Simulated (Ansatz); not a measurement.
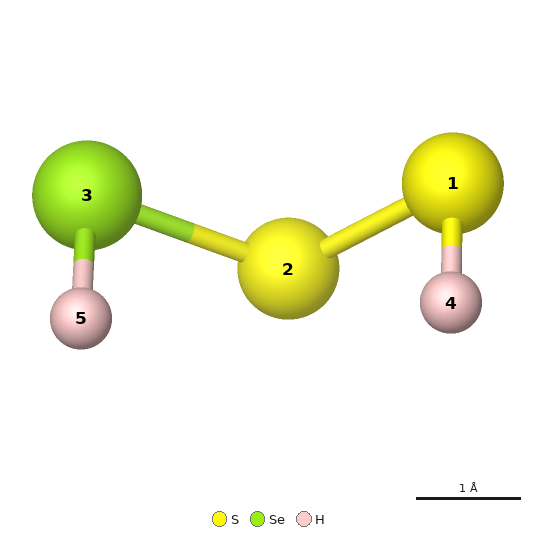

(Drawn from a calculation with Ansatz.)

Numbered structure. Geometry: atoms displaced at random (about 0.13 Å) from a stationary point of GFN2-xTB.

Give the bond lengths.

```
  bond  length (Å)   order
 S1–S2       2.075  single
 S1–H4       1.426  single
S2–Se3       2.207  single
Se3–H5       1.619  single
```
